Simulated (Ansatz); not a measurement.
# How KTlSO (model structure) absorbs and reflects light, part 2 of 2

Aim: the dielectric function of KTlSO (model structure), and the optical constants that follow from it. The cell was made here by substitution or stacking, whether or not such a phase is known. It was built so: 1 of the 2 O atoms of the cell replaced by S in the R-3m structure of KTlO2.

Ansatz 0.2.0; DFT, PBE, plane-wave PAW, default files, scalar-relativistic, independent-particle optical response without local fields.

So far: Set-up; Relaxation. The relaxed cell has a = 3.787, c = 20.398 Å (conventional setting).

## 3. Ground state and bands

The self-consistent density comes first; it also tells whether there is a gap, which decides the occupations and the need for a Drude term.

This step: DFT, PBE, plane-wave PAW, default files, scalar-relativistic, ground state (Ansatz 0.2.0).

The input, input.yaml:

```yaml
crystal:
  lattice:
    - [1.8935201094, 1.0932243449, 6.799489704]
    - [-1.8935201094, 1.0932243449, 6.799489704]
    - [0.0, -2.1864486898, 6.799489704]
  atoms:
    - { symbol: Tl, position: [0.0101109654, 0.0101109654, 0.0101109654] }
    - { symbol: K, position: [0.485694366, 0.485694366, 0.485694366] }
    - { symbol: S, position: [0.2685637075, 0.2685637075, 0.2685637075] }
    - { symbol: O, position: [0.735630961, 0.735630961, 0.735630961] }
kpoints:
  mp_grid: { grid: [7, 7, 7] }
  band_path:
    path:
      - [[0.0, 0.0, 0.0], [0.5, 0.0, 0.0], [0.5, 0.18390021, -0.18390021]]
      - [[0.81609979, 0.5, 0.18390021], [0.5, 0.5, 0.5], [0.0, 0.0, 0.0], [0.34195011, 0.0, -0.34195011]]
      - [[0.65804989, 0.34195011, 0.0], [0.5, 0.5, 0.0], [0.65804989, 0.65804989, 0.18390021], [0.5, 0.5, 0.5]]
      - [[0.5, 0.0, 0.0], [0.81609979, 0.34195011, 0.34195011]]
    npoints: 6
scf:
  occupations: { method: fermi_dirac, width: 0.05 }
  n_extra_bands: 8
hamiltonian:
  xc: pbe
  pseudopotentials: { kind: paw }
output:
  forces: true
  stress: true
  populations: true
  write_bands: true
  write_density: true
  write_potential: true
  elf: true
  volumetric_format: npy
```

The run is started by

```bash
$ ansatz run input.yaml --threads 4 --pin off --max-ram 8192MiB --backend cpu --events-out ev --progress --plain --runs-dir out
```

Numbers of over 12 decimals in the logs are rounded to 6 here.

The program printed:

```text
[...]
Crystal: 4 atoms, lattice volume = 84.451 Å³
Basis set: ecut = 420 eV, 1655 PW (Γ), FFT grids on a1−a2, a2, −a2+a3, exchange–correlation on 54×96×54 points (8 copies of the dense FFT grid, shifted against one another)
Bands: 25, of which v1, the nominal top of the filled ones, is band 17 counted from 1 (16 counted from 0)
Symmetry: 6 space group operations
[...]
k-points: 44 of 343 (time reversal used)
[...]
SCF iter   1: F=—  HF=-14451.787789 eV  |F-HF|=—  |Δ(HF+E_count)|=         —  Δρ=4.12e-3  dr2=2.65e-2  ethr=1.77e-3  ⟨swp⟩=6.0  Hψ=5508  notcnv=0  defer=41
[...]
SCF iter   7: F=-14451.780449 eV  HF=-14451.780449 eV  |F-HF|=3.36e-8  |Δ(HF+E_count)|=   4.45e-7  Δρ=6.97e-6  dr2=5.94e-8  ethr=2.94e-10  ⟨swp⟩=11.2  Hψ=7929  notcnv=0
SCF 1 converged in 7 iterations: F = -14451.780449 eV  dr2 = 5.94e-8
[...]
NSCF: frozen V_eff on 58 k-points
SCF converged after 7 iterations
Free energy (F): -14451.780449 eV
[...]
Internal energy: -14451.779614 eV  (E = F + TS)
E sigma→0 (E₀):  -14451.780031 eV
Entropy (-TS):   -0.000836 eV (-0.209 meV/atom)
Fermi energy:    6.621155 eV
[...]
--- Forces (eV/Å), atoms counted from 1 ---
  atom   1  Tl     0.00000000     0.00000000    -0.00001808
  atom   2  K      0.00000000    -0.00000000     0.00029968
  atom   3  S      0.00000000     0.00000000    -0.00032701
  atom   4  O      0.00000000    -0.00000000     0.00013761
  max |Σ_I F_I| component: 9.22e-5 eV/Å
--- Stress (GPa, compression-positive) ---
        0.001242       0.000000      -0.000000
        0.000000       0.001242       0.000000
       -0.000000      -0.000000       0.009159
  P = ⅓ Tr σ = 0.0039 GPa (0.039 kbar)
--- Band table (eV; the first three rows and the last of 44) ---
  k-point 0: bands = [... 13 lower, 5.1407, 5.5280, 6.4014, 6.4014, 6.6461, 10.7491, 11.8595, 13.9076, ... 4 higher]
  k-point 1: bands = [... 13 lower, 5.0126, 5.4987, 5.6446, 6.3069, 7.4392, 11.2092, 11.9743, 12.8656, ... 4 higher]
  k-point 2: bands = [... 13 lower, 4.6703, 4.6882, 5.5348, 6.1696, 8.0917, 11.1011, 11.8072, 13.4671, ... 4 higher]
  k-point 43: bands = [... 13 lower, 5.0126, 5.0731, 5.7137, 6.3078, 7.8852, 10.8861, 11.7408, 13.1928, ... 4 higher]
--- Löwdin populations: 4 sites ---
  site symbol       q [e]
     0     Tl     12.4452
     1      K      8.2023
     2      S      6.4291
     3      O      6.7914
  spilling = 0.003882 (of n_electrons = 34.000000)
```

Elapsed: 3.3 s, on 4 threads of AMD EPYC 7B13 (Zen 3), shared host; peak memory 0.52 GiB.

The column dr2 measures how far the density is from self-consistency, as an energy; F and HF (Harris–Foulkes) agree once it is small.

Read-outs, printed or worked out from the files:

| Property | Result |
| --- | --- |
| free energy | -14451.7804 eV |
| Fermi energy | 6.621 eV |
| gap by band count | 0.1989 eV |
| electrons | 34 |
| symmetry operations | 6 |
| pressure | 0.003881 GPa |
| volume | 84.45 Å³ |
| gap on the path | 0.1966 eV |
| least direct gap on the path | 0.2447 eV |

There is a gap, 0.20 eV on the path, so no carriers' term is needed. The cell is left with a pressure of 0.0 GPa after its relaxation.

The electronic bands at the labelled points (eV, zero at the Fermi level; v1 is the highest filled band, c1 the lowest empty one):

| point | v4 | v3 | v2 | v1 | c1 | c2 | c3 | c4 |
| --- | --- | --- | --- | --- | --- | --- | --- | --- |
| Γ | -1.48 | -1.09 | -0.22 | -0.22 | 0.03 | 4.13 | 5.24 | 7.29 |
| L | -2.25 | -2.14 | -0.91 | -0.52 | 1.46 | 4.31 | 5.45 | 6.43 |
| B1 | -2.85 | -2.56 | -1.08 | -0.88 | 1.84 | 5.40 | 5.64 | 6.10 |
| jump to B | -2.85 | -2.56 | -1.08 | -0.88 | 1.84 | 5.40 | 5.64 | 6.10 |
| Z | -1.51 | -1.51 | -0.17 | -0.17 | 1.03 | 3.70 | 4.73 | 6.80 |
| Γ | -1.48 | -1.09 | -0.22 | -0.22 | 0.03 | 4.13 | 5.24 | 7.29 |
| X | -2.83 | -2.59 | -1.10 | -0.89 | 1.83 | 5.42 | 5.66 | 6.24 |
| jump to Q | -2.83 | -2.59 | -1.10 | -0.89 | 1.83 | 5.42 | 5.66 | 6.24 |
| F | -2.19 | -1.86 | -1.03 | -0.61 | 1.19 | 4.53 | 4.77 | 6.17 |
| P1 | -2.20 | -1.92 | -1.00 | -0.59 | 1.26 | 4.44 | 4.98 | 6.24 |
| Z | -1.51 | -1.51 | -0.17 | -0.17 | 1.03 | 3.70 | 4.73 | 6.80 |
| jump to L | -2.25 | -2.14 | -0.91 | -0.52 | 1.46 | 4.31 | 5.45 | 6.43 |
| P | -2.20 | -1.92 | -1.00 | -0.59 | 1.26 | 4.44 | 4.98 | 6.24 |

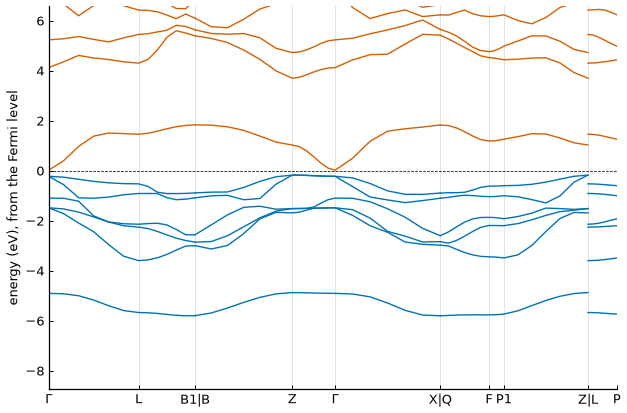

Electronic bands along the path; lines of filled and empty bands in two colours.

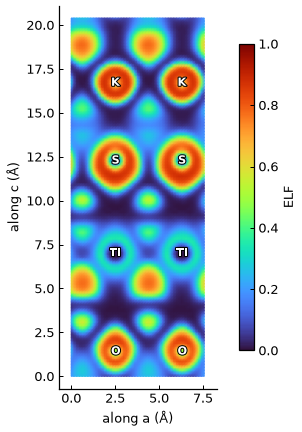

ELF in the ac plane of the conventional cell at fractional y = 0.333, with atoms of Tl and K and S and O within 0.2 Å of it. It is the smooth field of the valence electrons, not physical close to the nuclei.

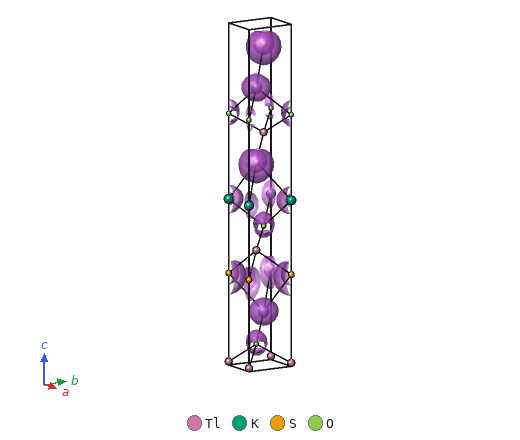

Surface of ELF = 0.8. Bonds to atoms that aren't drawn are left out.

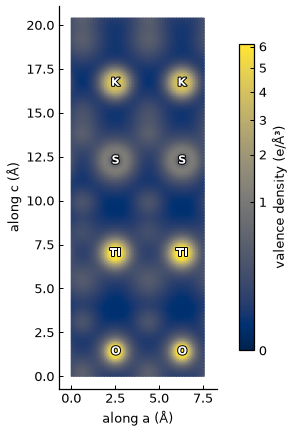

Valence density in the ac plane of the conventional cell at fractional y = 0.333, with atoms of Tl and K and S and O within 0.2 Å of it. It is the smooth field of the valence electrons, not physical close to the nuclei. The colour scale is stretched toward low values.

## 4. Spectrum

The spectrum is a sum over vertical transitions between filled and empty bands at the fixed density, so many empty bands are needed.

This step: DFT, PBE, plane-wave PAW, default files, scalar-relativistic, independent-particle optical response without local fields (Ansatz 0.2.0).

input.yaml, the sections that differ from step 3:

```yaml
kpoints:
  mp_grid: { grid: [7, 7, 7] }
scf:
  occupations: { method: gaussian, width: 0.02 }
output:
  optics:
    e_range: [0, 22]
    de: 0.05
    sigma: 0.15
    nscf_kmesh: { grid: [10, 10, 10] }
    bands: { spectra_wanted_up_to: 22 }
# crystal, hamiltonian: as in step 3
```

The program printed:

```text
[...]
Crystal: 4 atoms, lattice volume = 84.451 Å³
Basis set: ecut = 420 eV, 1655 PW (Γ), FFT grids on a1−a3, a2−a3, a3
Bands: 21, of which v1, the nominal top of the filled ones, is band 17 counted from 1 (16 counted from 0)
Symmetry: 6 space group operations
[...]
k-points: 44 of 343 (time reversal used)
[...]
SCF iter   1: F=—  HF=-14451.786774 eV  |F-HF|=—  |Δ(HF+E_count)|=         —  Δρ=4.11e-3  dr2=2.75e-2  ethr=1.77e-3  ⟨swp⟩=7.0  Hψ=5164  notcnv=0
[...]
SCF iter  11: F=-14451.780225 eV  HF=-14451.780225 eV  |F-HF|=1.09e-11  |Δ(HF+E_count)|=  9.09e-12  Δρ=3.25e-8  dr2=1.23e-12  ethr=1.00e-12  ⟨swp⟩=2.0  Hψ=1848  notcnv=0
SCF 1 converged in 11 iterations: F = -14451.780225 eV  dr2 = 1.23e-12
[...]
output.optics: what the bands over the 62 summed would add to eps1, eps2 and the energy-loss function is held between a lower and an upper bound (6 Lanczos steps). eps1, eps2 and their loss function (loss_summed_bands) are given on every row as the summed bands alone make them. Along an axis, on a row where the two bounds hold the loss function to about 1 % of the greater of itself and 0.5 % of |1/eps|, its cell (loss_completed) is given, with the completed eps1 and eps2 that it is formed of (a cell that is left empty reads nan in the table and null in the record). The two bounds hold it so along every axis on all 441 rows up to 22.000 eV. [rest of the remark cut]
SCF converged after 11 iterations
Free energy (F): -14451.780225 eV
[...]
Internal energy: -14451.780225 eV  (E = F + TS)
E sigma→0 (E₀):  -14451.780225 eV
Fermi energy:    6.549756 eV
[...]
--- Band table (eV; the first three rows and the last of 44) ---
  k-point 0: bands = [... 13 lower, 5.1402, 5.5281, 6.4047, 6.4047, 6.6463, 10.7507, 11.8593, 13.9085]
  k-point 1: bands = [... 13 lower, 5.0123, 5.4990, 5.6469, 6.3100, 7.4397, 11.2106, 11.9744, 12.8661]
  k-point 2: bands = [... 13 lower, 4.6715, 4.6883, 5.5351, 6.1722, 8.0922, 11.1022, 11.8073, 13.4671]
  k-point 43: bands = [... 13 lower, 5.0123, 5.0732, 5.7161, 6.3109, 7.8857, 10.8869, 11.7413, 13.1940]
```

It took 64 s on 4 threads; peak memory 1.7 GiB.

This step gave:

- electronic dielectric constant ε∞, mean over x, y and z (by symmetry where fewer were run): 8.224
- absorption onset, first axis (α over 10⁴ cm⁻¹, or the direct gap if that lies higher): 0.3977 eV
- main peak of Im epsilon, first axis: 4.876 eV
- centre of weight of the strongest loss peak in the window: 13.34 eV
- photocurrent from vertical transitions in a film 500 nm thick on a perfect mirror (two passes), AM1.5G, no front reflection, all carriers collected: 61.76 mA/cm²
- least direct gap on the mesh: 0.2416 eV
- bands summed: 62
- spectra valid up to: 30.71 eV
- program's estimate of the k-sum error in Im epsilon: 0.04 %
- electrons in the f-sum: 26.29

The Im ε has structure finer than the step of the table below, so its rows give means over 2 eV, whole bins alone (the curve runs from 0 to 22 eV). Peaks (eV: height): E ∥ x or y 2.6: 5.96, 3.6: 10.2, 4.9: 11.1, 18.1: 1.90; E ∥ z 2.6: 5.17, 3.4: 5.97, 4.8: 5.10, 6.4: 8.94, 8.0: 10.3.

Im ε against photon energy; means over each step:

| photon energy (eV) | E ∥ x or y | E ∥ z |
| --- | --- | --- |
| 2 | 3.07 | 2.45 |
| 4 | 7.32 | 4.05 |
| 6 | 4.45 | 5.05 |
| 8 | 3.17 | 4.74 |
| 10 | 1.92 | 1.88 |
| 12 | 1.35 | 1.33 |
| 14 | 0.842 | 0.835 |
| 16 | 0.659 | 0.692 |
| 18 | 1.21 | 0.918 |
| 20 | 0.961 | 0.949 |

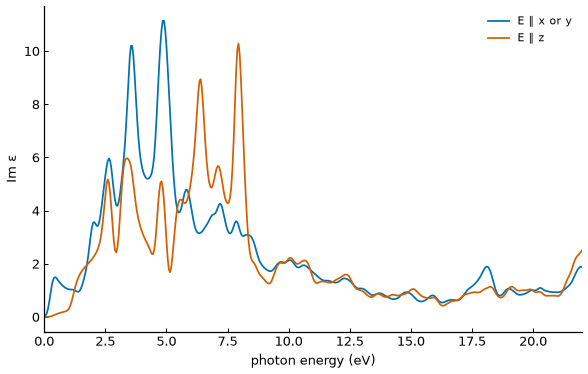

Im ε against photon energy.

The Re ε by photon energy:

| photon energy (eV) | E ∥ x or y | E ∥ z |
| --- | --- | --- |
| 0 | 8.99 | 6.69 |
| 2 | 9.22 | 7.46 |
| 4 | 3.20 | 3.36 |
| 6 | -0.247 | 5.67 |
| 8 | -0.123 | -2.09 |
| 10 | 0.380 | 0.293 |
| 12 | 0.418 | 0.406 |
| 14 | 0.489 | 0.590 |
| 16 | 0.815 | 0.627 |
| 18 | 1.21 | 1.14 |
| 20 | 0.941 | 0.894 |
| 22 | 0.595 | 0.752 |

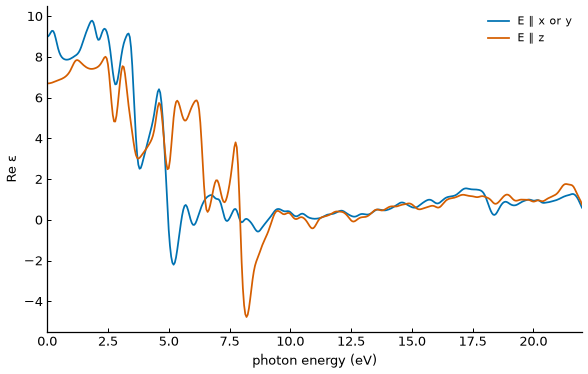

Re ε, plotted against photon energy.

The reflectivity at normal incidence has structure finer than the step of the table below, so its rows give means over 1 eV, whole bins alone (the curve runs from 0 to 22 eV). Peaks (eV: height): E ∥ x or y 3.6: 36.7, 5.2: 44.7, 7.3: 27.4, 8.7: 28.4, 18.3: 14.1; E ∥ z 2.5: 26.6, 3.3: 27.4, 4.8: 24.2, 6.5: 36.2, 8.3: 61.3, 10.9: 25.6, 12.6: 19.2.

Reflectivity at normal incidence against photon energy; means over each step:

| photon energy (eV) | E ∥ x or y (%) | E ∥ z (%) |
| --- | --- | --- |
| 1 | 23.3 | 21.5 |
| 2 | 27.3 | 23.4 |
| 3 | 29.0 | 24.3 |
| 4 | 29.0 | 18.8 |
| 5 | 38.3 | 19.8 |
| 6 | 25.6 | 27.1 |
| 7 | 23.2 | 27.9 |
| 8 | 24.3 | 43.7 |
| 9 | 21.2 | 33.1 |
| 10 | 16.5 | 17.9 |
| 11 | 17.0 | 20.0 |
| 12 | 12.7 | 13.6 |
| 13 | 11.8 | 13.9 |
| 14 | 5.97 | 6.01 |
| 15 | 4.45 | 5.85 |
| 16 | 2.61 | 3.55 |
| 17 | 3.02 | 2.57 |
| 18 | 9.73 | 4.73 |
| 19 | 5.47 | 4.29 |
| 20 | 4.82 | 4.63 |
| 21 | 4.66 | 4.13 |

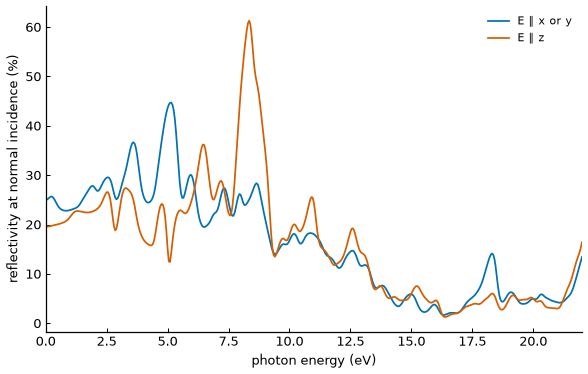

Reflectivity at normal incidence against photon energy.

Values under 1 per cm are given as 1. Table of absorption coefficient by photon energy:

| photon energy (eV) | E ∥ x or y (1/cm) | E ∥ z (1/cm) |
| --- | --- | --- |
| 0.00 | 1 | 1 |
| 2.00 | 1.2e5 | 81948 |
| 4.00 | 5.2e5 | 3.3e5 |
| 6.00 | 9.1e5 | 6.0e5 |
| 8.00 | 1.1e6 | 2.0e6 |
| 10.00 | 9.6e5 | 9.9e5 |
| 12.00 | 8.4e5 | 9.0e5 |
| 14.00 | 6.5e5 | 6.1e5 |
| 16.00 | 6.3e5 | 6.5e5 |
| 18.00 | 1.3e6 | 8.2e5 |
| 20.00 | 9.5e5 | 9.5e5 |
| 22.00 | 1.8e6 | 2.2e6 |

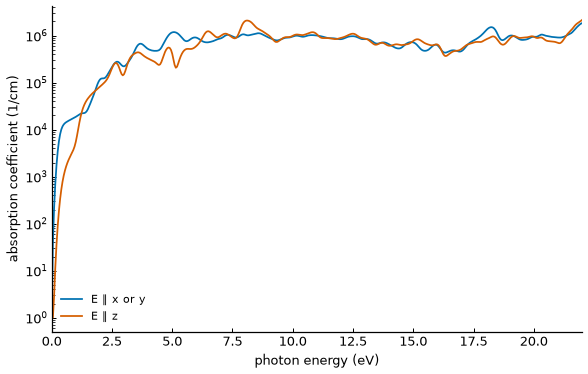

Absorption coefficient, plotted against photon energy.

The loss function −Im 1/ε at q → 0 has structure finer than the step of the table below, so its rows give means over 2 eV, whole bins alone (the curve runs from 0 to 22 eV). Peaks (eV: height): E ∥ x or y 13.3: 1.02, 15.2: 0.817, 16.1: 0.618, 18.5: 0.928; E ∥ z 9.2: 0.779, 11.2: 0.785, 13.2: 1.16, 15.4: 0.861, 18.4: 0.628, 20.0: 0.556.

Loss function −Im 1/ε at q → 0 against energy loss; means over each step:

| energy loss (eV) | E ∥ x or y | E ∥ z |
| --- | --- | --- |
| 2 | 0.0349 | 0.0425 |
| 4 | 0.0884 | 0.114 |
| 6 | 0.232 | 0.113 |
| 8 | 0.324 | 0.192 |
| 10 | 0.510 | 0.529 |
| 12 | 0.721 | 0.741 |
| 14 | 0.818 | 0.839 |
| 16 | 0.515 | 0.634 |
| 18 | 0.476 | 0.451 |
| 20 | 0.566 | 0.491 |

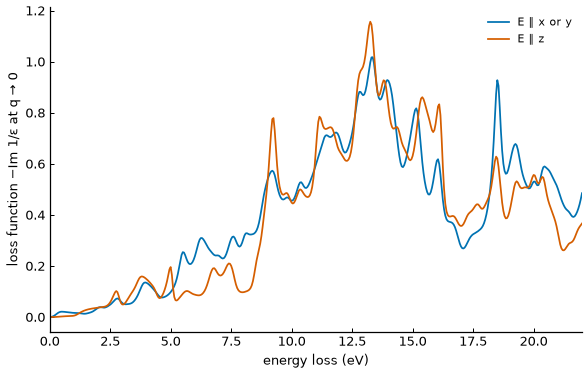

Loss function −Im 1/ε at q → 0, plotted against energy loss.

At chosen wavelengths:

| wavelength (nm) | n xy | k xy | R (%) xy | 1/α xy | n z | k z | R (%) z | 1/α z |
| --- | --- | --- | --- | --- | --- | --- | --- | --- |
| 1550 | 2.81 | 0.203 | 22.8 | 608 nm | 2.66 | 0.036 | 20.6 | 3.4 µm |
| 633 | 3.12 | 0.542 | 27.7 | 93 nm | 2.76 | 0.395 | 22.7 | 127 nm |
| 450 | 2.80 | 0.989 | 27.3 | 36 nm | 2.35 | 0.843 | 21.3 | 42 nm |
| 405 | 2.95 | 0.745 | 26.9 | 43 nm | 2.77 | 0.587 | 23.9 | 55 nm |
| 365 | 3.24 | 1.234 | 33.6 | 24 nm | 2.55 | 1.168 | 27.0 | 25 nm |
| 308 | 2.21 | 1.255 | 25.6 | 20 nm | 2.01 | 0.786 | 16.9 | 31 nm |
| 248 | 2.21 | 2.314 | 43.6 | 8.5 nm | 1.79 | 0.817 | 15.3 | 24 nm |

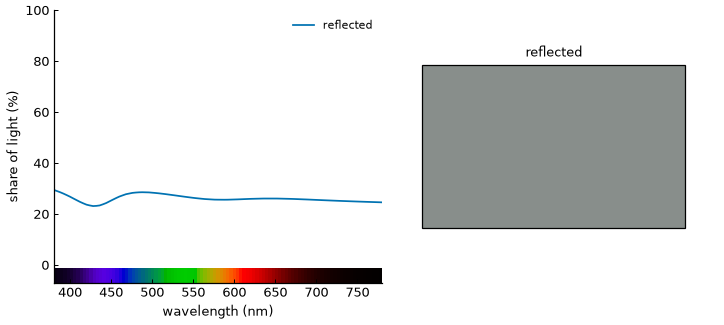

Light reflected across the visible range, with the colour that it makes of daylight (sRGB).

In reflection the computed colour is grey: x = 0.310, y = 0.335, luminous reflectivity 27 %.

The f-sum over the summed bands holds 26.3 of the cell's 34 electrons outside the frozen cores, 12 of which lie in bands more than 12 eV below the Fermi level, whose transitions come at higher energies. Up to 22 eV the strength has a mean oscillator energy of 5.8 eV, close to the main peak.

## 5. Outcome

| Item | Value |
| --- | --- |
| gap on the path | 0.197 eV |
| least direct gap on the path | 0.245 eV |
| electronic dielectric constant ε∞, mean over x, y and z (by symmetry where fewer were run) (independent particles) | 8.22 |
| absorption onset, first axis (α over 10⁴ cm⁻¹, or the direct gap if that lies higher) | 0.398 eV |
| main peak of Im epsilon, first axis | 4.88 eV |
| centre of weight of the strongest loss peak in the window, first axis | 13.3 eV |
| photocurrent from vertical transitions in a film 500 nm thick on a perfect mirror (two passes), AM1.5G, no front reflection, all carriers collected | 61.8 mA/cm² |

At this level (PBE, independent particles) KTlSO has a mean ε∞ = 8.22 and n = 2.81 at 1550 nm (E ∥ x); absorption sets in near 0.4 eV, and Im ε peaks at 4.9 eV (E ∥ x). The cell grew by 8.4 % in volume. The gap on the path, 0.20 eV, is indirect by a hair: the least direct gap lies 48 meV higher. The absorption coefficient passes 10⁴ cm⁻¹ at 0.40 eV, in the infrared, so it absorbs across the visible. The strongest loss structure up to 22 eV has its centre of weight at 13.3 eV; a free-electron gas of the 26.3 electrons in the f-sum would put its plasmon at 20.7 eV. Distinct maxima of Im ε, read by a parabola through the highest points, lie at 2.65 eV (6.0), 3.58 eV (10), 4.88 eV (11) and 5.82 eV (4.8) for E ∥ x or y. The f-sum over the summed bands holds 26.3 of the cell's 34 electrons outside the frozen cores, 12 of which lie in bands more than 12 eV below the Fermi level, whose transitions come at higher energies. Up to 22 eV the strength has a mean oscillator energy of 5.8 eV, close to the main peak. In reflection the computed colour is grey: x = 0.310, y = 0.335, luminous reflectivity 27 %. Excitons and phonon-assisted transitions are missing, and so are local fields; PBE gaps are as a rule too small, which pulls the onset down and ε∞ up, while the missing spin-orbit coupling works the other way with such heavy atoms. In the base run ε includes the program's bounded estimate of what the bands above those summed add. Spin-orbit coupling is left out although heavy atoms are present.

[Logs are printed without paths, hosts, clocks, repeated set-up lines and the standing remarks that a program may print on its own settings, such as how far it seeks lower states.]

[Hosts, paths, dates, database ids (printed as entryN), source tags and the programs' standing remarks are cut or masked in the printed files.]
